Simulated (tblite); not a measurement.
## Molecular dynamics, with input and output: C5H11NSi (part 1 of 2)

- system: C5H11NSi
- method: GFN2-xTB Langevin dynamics, gas phase (tblite 0.8.0)

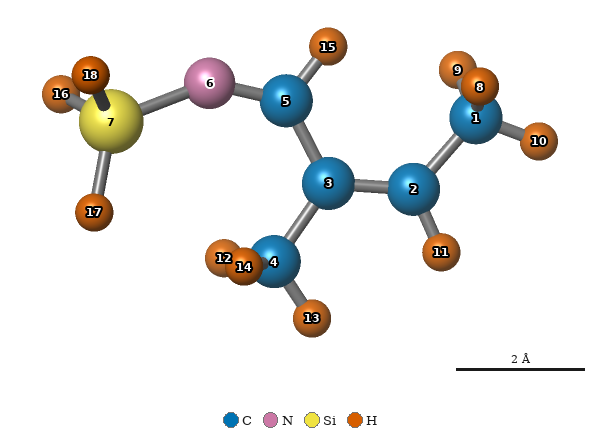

*The structure as given in the input (ball-and-stick view, seen on its broad side; atoms are numbered from 1 in the order of the input).*

Input file
```
{"job": {"kind": "md", "xc": "GFN2-xTB", "basis": "xTB", "temperature": 300, "steps": 2000, "every": 50}, "charge": 0, "multiplicity": 1}
C     -2.629115    -1.170179    -0.148433
C     -1.834928     0.068712    -0.407085
C     -0.511116     0.228183    -0.261484
C      0.139169     1.548703    -0.537364
C      0.337034    -0.875589     0.178591
N      1.550082    -0.872150     0.501657
Si     2.953413     0.060776     0.732584
H     -2.692506    -1.367982     0.922204
H     -2.178664    -2.041418    -0.620449
H     -3.640103    -1.055932    -0.530770
H     -2.415460     0.927566    -0.721209
H      0.983075     1.418142    -1.212010
H     -0.567962     2.244031    -0.983069
H      0.517864     1.978762     0.388325
H     -0.170174    -1.843093     0.232376
H      3.884342    -0.540298    -0.221612
H      2.981125     1.521860     0.547929
H      3.285166    -0.223778     2.128160
```

The first line tells a small driver script what to run in tblite; the rest is the geometry in Å.

Hardware: 1 CPU thread, shared host.

Run as:
```bash
OMP_NUM_THREADS=1 python <driver script> task.json out
```

The program's output
```
t/fs     T/K      E/eV
    0.0   254.5   -569.90081
   25.0   189.3   -569.63767
   50.0   202.1   -569.65975
   75.0   136.4   -569.46344
  100.0   225.8   -569.40726
  125.0   228.7   -569.24433
  150.0   277.6   -569.44813
  175.0   251.6   -569.43344
  200.0   280.8   -569.39621
  225.0   249.1   -569.25895
  250.0   381.4   -569.48520
  275.0   344.3   -569.24758
  300.0   304.6   -569.12714
  325.0   338.4   -569.22410
  350.0   331.6   -569.41128
  375.0   284.3   -569.33814
  400.0   278.2   -569.25860
  425.0   328.4   -569.32188
  450.0   210.2   -569.39584
  475.0   269.1   -569.44633
  500.0   340.2   -569.41802
  525.0   274.2   -569.30914
  550.0   306.5   -569.41551
  575.0   233.6   -569.20244
  600.0   324.9   -569.33050
  625.0   233.6   -568.89842
  650.0   411.7   -569.33734
  675.0   333.7   -569.25355
  700.0   326.9   -569.14325
  725.0   331.3   -569.22991
  750.0   243.1   -569.26413
  775.0   279.9   -569.30041
  800.0   222.1   -569.26606
  825.0   300.8   -569.37741
  850.0   253.4   -569.28311
  875.0   313.4   -569.15386
  900.0   314.8   -569.29481
  925.0   261.4   -569.19711
  950.0   256.1   -569.13628
  975.0   284.0   -569.29621
 1000.0   213.3   -569.38864
```

Trajectory as extended XYZ (Å, eV, eV/Å), 26 of the 41 frames kept, from step=0 to step=40
```
18
Properties=species:S:1:pos:R:3:forces:R:3 step=0 time_fs=0.0 energy=-569.90081 temperature=254.5
C    -2.6291   -1.1702   -0.1484   -0.0010  -0.0015  -0.0019
C    -1.8349    0.0687   -0.4071   -0.0021  -0.0029   0.0023
C    -0.5111    0.2282   -0.2615   -0.0017  -0.0029   0.0032
C     0.1392    1.5487   -0.5374   -0.0019  -0.0001  -0.0001
C     0.3370   -0.8756    0.1786    0.0010  -0.0004   0.0065
N     1.5501   -0.8722    0.5017   -0.0014   0.0016   0.0019
Si    2.9534    0.0608    0.7326   -0.0022  -0.0003  -0.0073
H    -2.6925   -1.3680    0.9222   -0.0009   0.0022  -0.0025
H    -2.1787   -2.0414   -0.6204   -0.0013  -0.0014  -0.0028
H    -3.6401   -1.0559   -0.5308    0.0011  -0.0029   0.0007
H    -2.4155    0.9276   -0.7212    0.0009   0.0025  -0.0039
H     0.9831    1.4181   -1.2120    0.0043  -0.0021   0.0002
H    -0.5680    2.2440   -0.9831   -0.0022   0.0041   0.0021
H     0.5179    1.9788    0.3883    0.0027   0.0042   0.0014
H    -0.1702   -1.8431    0.2324   -0.0002   0.0033   0.0011
H     3.8843   -0.5403   -0.2216    0.0069  -0.0019  -0.0020
H     2.9811    1.5219    0.5479   -0.0041   0.0027  -0.0043
H     3.2852   -0.2238    2.1282    0.0025  -0.0043   0.0053
18
Properties=species:S:1:pos:R:3:forces:R:3 step=2 time_fs=50.0 energy=-569.65975 temperature=202.1
C    -2.6148   -1.2583    0.0842   -0.0248   0.6998  -1.2618
C    -1.8505    0.0044   -0.3374   -1.1614  -1.0956   0.6655
C    -0.5403    0.1736   -0.2305    0.7464   0.5669  -0.4185
C     0.0801    1.5205   -0.5543    0.1253  -1.1337  -0.3883
C     0.3273   -0.9568    0.0869   -1.2550  -0.0779   0.1600
N     1.5166   -0.9548    0.4353    0.4091  -0.4128   0.0485
Si    2.8645    0.0290    0.6094    0.9484   1.0124   1.1581
H    -2.0803   -1.8475    0.8077    0.2121  -0.1746   0.0303
H    -2.7798   -1.8326   -0.8619   -0.0181   0.1799   0.8500
H    -3.5884   -1.0231    0.5263    0.2084   0.1564  -0.3023
H    -2.4527    0.8090   -0.7197   -0.2505   0.1432   0.0746
H     0.9756    1.3786   -1.1530    0.0992  -0.0038   0.0381
H    -0.5908    2.1375   -1.1043   -0.6553   0.3360  -0.4727
H     0.3310    2.0520    0.3303    0.3450   0.2581   0.8411
H    -0.2016   -1.9256    0.0371    0.3654   0.2064   0.0030
H     3.7201   -0.5703   -0.3945    0.2570  -0.0386  -0.1490
H     2.9305    1.5357    0.4798   -0.1230  -0.5608  -0.0770
H     3.2738   -0.1743    2.0584   -0.2282  -0.0614  -0.7996
18
Properties=species:S:1:pos:R:3:forces:R:3 step=3 time_fs=75.0 energy=-569.46344 temperature=136.4
C    -2.6778   -1.2624    0.2217   -1.4202   1.9570  -0.0986
C    -1.9282   -0.0041   -0.1991   -0.5687  -2.3897   0.7367
C    -0.6237    0.0881   -0.3202    1.7964   1.3257   0.2929
C     0.0392    1.4327   -0.5390    1.0976  -0.8758  -1.0004
C     0.3226   -0.9858    0.0072   -0.5152   0.3447   0.1582
N     1.5016   -0.9309    0.4122    1.2319   0.5242  -0.2905
Si    2.9147    0.0626    0.5693   -0.6539  -1.8721   0.4493
H    -2.1145   -1.8874    0.8638    0.4949  -0.7324   0.0709
H    -3.0952   -1.7217   -0.6743    0.2562  -0.3776   0.1963
H    -3.5678   -0.9174    0.8199    0.6873  -0.3235  -0.4833
H    -2.5370    0.8239   -0.3363   -0.8910   1.3600  -0.3842
H     0.9954    1.2167   -1.0522   -0.3690   0.2061   0.0392
H    -0.4721    2.1517   -1.1446   -0.7237   0.0869  -0.2760
H     0.3191    1.9152    0.3699   -0.0401   0.1407   0.8374
H    -0.1203   -1.9597   -0.0065   -0.3350  -0.7824  -0.0347
H     3.9501   -0.5586   -0.2466   -0.0498  -0.2018  -0.1834
H     2.9498    1.4282    0.2566   -0.0416   1.5419  -0.2602
H     3.2006   -0.1650    1.9743    0.0439   0.0681   0.2303
18
Properties=species:S:1:pos:R:3:forces:R:3 step=5 time_fs=125.0 energy=-569.24433 temperature=228.7
C    -2.7782   -1.2326    0.3619    0.2438  -1.5428  -0.0720
C    -1.9554   -0.1119   -0.0740    0.9917   1.1500  -0.2461
C    -0.5875   -0.0336   -0.0929   -2.1527   2.4877  -1.2452
C    -0.0424    1.2588   -0.6687   -0.9254   1.2331   1.7365
C     0.3469   -1.0381    0.1587    2.8360  -0.9645  -0.1202
N     1.6400   -1.0462    0.1613   -1.2014   1.0043   0.2739
Si    2.9674    0.0027    0.5202   -1.0417  -1.5439   0.7054
H    -2.1916   -2.1424    0.6198   -0.2180   0.5158  -0.4828
H    -3.5096   -1.4641   -0.4173    0.0656  -0.1154   0.0875
H    -3.3193   -1.0268    1.2549   -0.5843   0.4972   0.7001
H    -2.5457    0.8020   -0.4073    0.8358  -1.2146   0.4202
H     0.6617    1.0963   -1.4234    1.0105  -0.3925  -1.0613
H    -0.8551    1.9083   -1.0764    0.6348  -0.5238   0.4069
H     0.4741    1.8208    0.1513   -0.3762  -0.2894  -0.6317
H    -0.0556   -2.0169    0.1792   -0.5760  -1.2020   0.2692
H     4.0560   -0.6873   -0.0817    0.5398  -0.4536  -0.4548
H     3.2638    1.3737    0.4371   -0.0906   1.6006  -0.5824
H     2.9498   -0.1152    1.9774    0.0082  -0.2462   0.2969
18
Properties=species:S:1:pos:R:3:forces:R:3 step=6 time_fs=150.0 energy=-569.44813 temperature=277.6
C    -2.7578   -1.3156    0.4860   -0.2676  -0.7033  -0.6329
C    -1.9373   -0.1754    0.0009   -0.4640   0.9970   0.1615
C    -0.6093   -0.0631   -0.1809    0.1416   0.7913  -0.1884
C    -0.0287    1.2822   -0.6878    0.2236  -2.2683  -0.6417
C     0.3676   -1.1344    0.1176   -0.9263   0.8355   0.1620
N     1.6030   -1.0066    0.1609    1.1111  -0.2121   0.3240
Si    2.9684   -0.0452    0.5211   -1.2441   0.4512  -0.4422
H    -2.1986   -2.2281    0.4813    0.5737  -0.5938   0.0214
H    -3.5759   -1.4996   -0.2427    0.1570   0.3654   0.5920
H    -3.1578   -1.2452    1.5014   -0.0536   0.5514  -0.2997
H    -2.5865    0.7156   -0.1967    0.7553  -0.6172   0.0680
H     0.7211    1.0584   -1.4849   -0.6980   0.2932   0.5331
H    -0.7863    1.9394   -1.0134   -0.9833   0.3590  -0.8180
H     0.4475    1.8235    0.0742    0.8871   0.2919   1.2274
H    -0.0391   -2.0952    0.4252   -0.2529  -0.2305  -0.2965
H     4.0728   -0.5882   -0.2130    0.3832  -0.2024  -0.2794
H     2.6858    1.3678    0.0907    0.5427  -0.3095   0.3852
H     3.0557   -0.2827    1.9561    0.1146   0.2012   0.1244
18
Properties=species:S:1:pos:R:3:forces:R:3 step=8 time_fs=200.0 energy=-569.39621 temperature=280.8
C    -2.5819   -1.5082    0.5440   -0.1041  -0.6715   1.1102
C    -1.9268   -0.2708    0.0113   -2.0190  -0.5210   0.5864
C    -0.6383   -0.0994   -0.2071    0.3884   0.2891  -0.5418
C    -0.1142    1.2237   -0.6540   -0.0572   1.1014  -0.6089
C     0.3162   -1.1887   -0.0880    1.1239  -0.1613   1.1019
N     1.5129   -1.0384    0.3095   -0.4813  -0.4522  -0.9231
Si    2.8811   -0.0553    0.3793    0.4688   0.9731   1.7262
H    -2.0237   -2.4519    0.5736    0.4219   0.5277  -0.2938
H    -3.5043   -1.7658    0.0612   -0.5045   0.2612  -0.6566
H    -2.8911   -1.3741    1.6020    0.2818   0.3448  -0.3574
H    -2.6697    0.5512   -0.0727    0.7950  -0.4084  -0.0226
H     0.3485    1.0643   -1.6511   -0.0924   0.3204   0.5465
H    -0.9394    1.9978   -0.7788    0.9635  -1.0262   0.2525
H     0.6587    1.6374    0.0282   -0.5958  -0.3436  -0.4508
H    -0.0119   -2.2489   -0.1690   -0.1187   0.7080  -0.0364
H     3.8132   -0.3649   -0.6434    0.3834  -0.6461  -0.8240
H     3.0046    1.4412    0.3379   -0.4841  -0.1626  -0.0260
H     3.4511   -0.3108    1.7506   -0.3695  -0.1330  -0.5822
18
Properties=species:S:1:pos:R:3:forces:R:3 step=10 time_fs=250.0 energy=-569.48520 temperature=381.4
C    -2.4750   -1.6114    0.6002   -1.6454   0.1170   0.4369
C    -1.9652   -0.3411    0.0407    0.8371  -0.1757   0.2935
C    -0.6449   -0.0843   -0.1277   -2.5082   1.4649  -0.5283
C    -0.3137    1.2700   -0.6939    1.0891  -1.1336  -0.8438
C     0.3286   -1.1000    0.0219   -0.6833  -0.2804  -0.1199
N     1.5540   -1.0547    0.0808    3.3400   1.0322   0.0561
Si    2.9064    0.0004    0.3035   -0.1147  -0.4150  -0.0498
H    -1.8146   -2.4335    0.7302    0.7993  -0.3599  -0.3579
H    -3.3540   -1.9541    0.0519    0.0505  -0.0195  -0.3166
H    -2.8739   -1.4596    1.6027   -0.0412   0.4034   0.2850
H    -2.6955    0.4563   -0.1392    0.2570  -0.4911   0.0868
H     0.2129    1.0606   -1.6379   -0.1478   0.2545  -0.0269
H    -1.1556    1.8987   -0.9028   -0.3725   0.1009   0.1635
H     0.4130    1.7528   -0.0894    0.4290   0.6300   0.6819
H    -0.0314   -2.0979    0.0280   -0.7733  -1.0326   0.0634
H     3.9929   -0.5970   -0.5194   -0.4422   0.0952   0.2313
H     3.0030    1.4677    0.0847   -0.2507  -0.2042  -0.0850
H     3.0363   -0.1966    1.7495    0.1772   0.0141   0.0297
18
Properties=species:S:1:pos:R:3:forces:R:3 step=11 time_fs=275.0 energy=-569.24758 temperature=344.3
C    -2.5125   -1.6865    0.6858   -0.8740   0.2949   1.0242
C    -1.9388   -0.4497    0.0825   -1.2811  -0.3045   0.3568
C    -0.6581   -0.1699   -0.0849    1.7459   2.1680  -1.1547
C    -0.2939    1.2337   -0.6336    2.9241  -0.9399  -0.0963
C     0.4688   -1.0955    0.0200   -0.3917  -0.1442  -0.0483
N     1.7179   -0.9824   -0.0423    0.1134   0.3338   0.8548
Si    3.0073    0.0455    0.4108   -0.0549   0.6922  -0.1239
H    -1.7786   -2.4724    0.8057   -0.0749  -0.2132  -0.3244
H    -3.4319   -2.0016    0.1557    0.7080  -0.0367   0.0643
H    -2.8729   -1.4771    1.7370    0.3517   0.0591  -0.8865
H    -2.6935    0.3123   -0.1705    0.4441  -0.3319   0.1442
H     0.4539    1.2172   -1.4999   -0.5656  -0.7431   1.0274
H    -1.0787    1.7312   -1.1062   -1.5601   0.8763   0.1881
H     0.2916    1.8209    0.1251   -1.0882  -0.3970  -0.4543
H     0.1254   -2.1145    0.0307   -0.2937  -0.8152  -0.0605
H     4.1742   -0.6079   -0.1056    0.4089  -0.3486  -0.4412
H     2.8646    1.3890   -0.1886    0.1013  -0.0299   0.1500
H     3.3776    0.2238    1.8423   -0.6132  -0.1203  -0.2197
18
Properties=species:S:1:pos:R:3:forces:R:3 step=13 time_fs=325.0 energy=-569.22410 temperature=338.4
C    -2.3341   -1.8505    0.7540    0.0513  -0.4854   1.8955
C    -1.7399   -0.6278    0.2912    2.3044   1.7037  -1.5274
C    -0.4963   -0.3177   -0.2044   -1.7824   0.1932   1.0312
C    -0.2234    1.1069   -0.5666   -1.3015   0.7583  -1.4956
C     0.6282   -1.2129   -0.1323   -0.8334  -1.3708  -0.5737
N     1.8364   -0.9664   -0.0009    1.7370   0.5618   0.6383
Si    3.0678    0.1355    0.4954   -0.2755   0.4979  -0.4679
H    -1.6419   -2.6769    0.9414   -0.3590   0.1509  -0.2099
H    -3.1356   -2.0714    0.0996   -0.6948  -0.7857  -0.7365
H    -2.8300   -1.5306    1.6928    0.1945  -0.7184  -0.0199
H    -2.4532    0.1797    0.3474   -0.0005   0.3827  -0.2947
H     0.6603    1.2322   -1.1497    0.9020  -0.3101  -0.2516
H    -1.0290    1.5317   -1.3075    0.9519  -0.6075   1.8443
H    -0.0778    1.6876    0.3343   -0.4168   0.3862  -0.0191
H     0.3684   -2.2975   -0.2828    0.0550   0.5414   0.1904
H     4.3724   -0.4992    0.3398   -0.0137  -0.2510  -0.2971
H     3.1057    1.4432   -0.2843   -0.1033  -0.6354   0.3962
H     3.0607    0.4430    1.9348   -0.4151  -0.0116  -0.1025
18
Properties=species:S:1:pos:R:3:forces:R:3 step=14 time_fs=350.0 energy=-569.41128 temperature=331.6
C    -2.1602   -1.9901    0.8100    2.5070   1.2725  -1.0078
C    -1.6905   -0.6026    0.3047    1.0168  -1.2029  -0.4172
C    -0.4307   -0.2909   -0.1021   -0.0738  -0.6176  -0.3241
C    -0.0543    1.0951   -0.6189    1.0545  -0.7911  -0.0789
C     0.7196   -1.3067   -0.1671   -1.0454   0.3611   0.8636
N     1.9448   -1.1125    0.0309   -0.4274   0.1314  -0.2704
Si    3.0264    0.1474    0.4808   -0.5291  -0.2847   0.7453
H    -1.2906   -2.5860    1.1029   -0.1666   0.0696  -0.0537
H    -2.6603   -2.4964    0.0187   -0.5941  -0.2975  -0.4471
H    -2.7504   -1.8419    1.6520   -1.2217   0.1126   1.2345
H    -2.5135    0.0926    0.2111    0.2699   0.2548   0.1057
H     0.8889    1.0086   -1.2092   -0.4556   0.0362   0.7017
H    -0.7405    1.4781   -1.3488   -0.7794   0.2236   0.1282
H     0.1068    1.7903    0.2150   -0.1422  -0.1520  -0.3899
H     0.4259   -2.3736   -0.3024   -0.0370   0.6954  -0.0960
H     4.2825   -0.5145    0.2308    0.4253  -0.2028   0.1705
H     3.0660    1.3457   -0.3123   -0.1044   0.5632  -0.2804
H     2.6668    0.5172    1.8956    0.3031  -0.1717  -0.5839
18
Properties=species:S:1:pos:R:3:forces:R:3 step=16 time_fs=400.0 energy=-569.25860 temperature=278.2
C    -1.8660   -2.0383    0.9137    0.4012   0.9767   0.4796
C    -1.5571   -0.7318    0.1521   -0.0562  -1.2987   1.1873
C    -0.3302   -0.3373   -0.1805    0.7208  -0.5239   0.1624
C    -0.0709    0.9947   -0.8460   -0.7783   0.2699   1.7094
C     0.7963   -1.3314    0.0664   -1.7071   0.2356  -0.9351
N     2.0271   -1.1863    0.1653    0.4967   0.6591   0.1794
Si    2.9588    0.2508    0.3759    1.0090   0.0191   0.0334
H    -0.9551   -2.5049    1.3288   -0.5288   0.4025  -0.0405
H    -2.2457   -2.7387    0.1749   -0.6282  -0.0307   0.3604
H    -2.5408   -1.8108    1.8016    0.5134  -0.4788  -1.4524
H    -2.4303   -0.1338   -0.0172   -0.1344   0.2902  -0.1589
H     0.2534    0.7981   -1.8489   -0.3700   0.4581  -0.5397
H    -0.9191    1.7204   -0.6237    0.5690  -1.1772  -1.1582
H     0.7226    1.4966   -0.3211    0.7297   0.0002   0.1170
H     0.4154   -2.3670    0.0277    0.3384   0.3195   0.0215
H     4.3556   -0.2547    0.4355   -0.3849  -0.0126   0.1756
H     3.0507    1.1781   -0.7779   -0.2853  -0.0615   0.2695
H     2.5523    0.8875    1.6556    0.0951  -0.0474  -0.4107
18
Properties=species:S:1:pos:R:3:forces:R:3 step=18 time_fs=450.0 energy=-569.39584 temperature=210.2
C    -2.0463   -2.0522    1.1587    1.1791  -0.7270   1.2915
C    -1.6306   -0.9581    0.3028    0.3969   1.9598  -1.5346
C    -0.4364   -0.5622   -0.2233   -0.0510  -1.2260   1.5511
C    -0.3093    0.6858   -1.0063    1.6486  -0.2322  -0.5603
C     0.8188   -1.3243    0.0967    0.1320   1.0190  -0.5332
N     2.0252   -0.9617    0.2373   -1.0166   0.1067   0.0338
Si    3.1835    0.3141    0.3965    0.2479  -1.7073  -0.7384
H    -1.1628   -2.6107    1.4893   -0.2955  -0.2277  -0.0281
H    -2.7605   -2.7111    0.7088   -0.3075  -0.3134  -0.4461
H    -2.5152   -1.6512    2.0554   -0.0918   0.0830   0.1010
H    -2.4882   -0.2945    0.1036    0.3918  -0.1072  -0.2677
H    -0.5899    0.5319   -2.0440   -0.5134   0.1242   0.0214
H    -0.8385    1.4424   -0.4997   -0.7622   1.0484   0.0270
H     0.7571    0.9929   -1.0770   -0.4678  -0.1927   0.3010
H     0.5940   -2.3752    0.1093    0.2373  -0.7284   0.2222
H     4.2812   -0.4972    1.0226   -0.2470   0.3867  -0.2506
H     3.5301    0.6756   -1.0126   -0.1221   0.0482   0.5470
H     2.9464    1.4017    1.2887   -0.3588   0.6859   0.2630
18
Properties=species:S:1:pos:R:3:forces:R:3 step=19 time_fs=475.0 energy=-569.44633 temperature=269.1
C    -2.0873   -2.0336    1.2603    0.8852  -0.5797   0.5886
C    -1.6281   -0.9653    0.3433   -1.2355   0.8921  -0.4864
C    -0.4513   -0.5858   -0.1785   -0.0908  -0.5444   0.2357
C    -0.3930    0.6089   -1.1117    1.4738  -1.4177   0.3207
C     0.7828   -1.3364    0.1732   -0.8687   1.5040  -0.3326
N     1.9149   -0.8280    0.2360    0.6532  -0.4313   0.0688
Si    3.1788    0.2786    0.3303    0.0783   0.9681  -0.0646
H    -1.3040   -2.7569    1.5031   -0.0702   0.0194  -0.1008
H    -2.9484   -2.5689    0.8838   -0.1003  -0.0455  -0.4058
H    -2.4170   -1.6140    2.2080    0.0460   0.2759   0.1021
H    -2.5217   -0.3464    0.0986    0.7331  -0.1275  -0.1028
H    -0.8585    0.3392   -2.0243   -0.7689  -0.1804  -0.8550
H    -0.8743    1.4335   -0.6726   -0.3535   1.0618   0.3668
H     0.6501    0.8035   -1.3914   -0.1842   0.2382   0.4695
H     0.5966   -2.3521    0.4385    0.1054  -0.8963   0.2291
H     4.4293   -0.1947    0.9679   -0.3942  -0.1185   0.1336
H     3.6224    0.6647   -1.0186   -0.2049  -0.1070  -0.0489
H     2.6412    1.5217    0.9923    0.2961  -0.5114  -0.1179
```
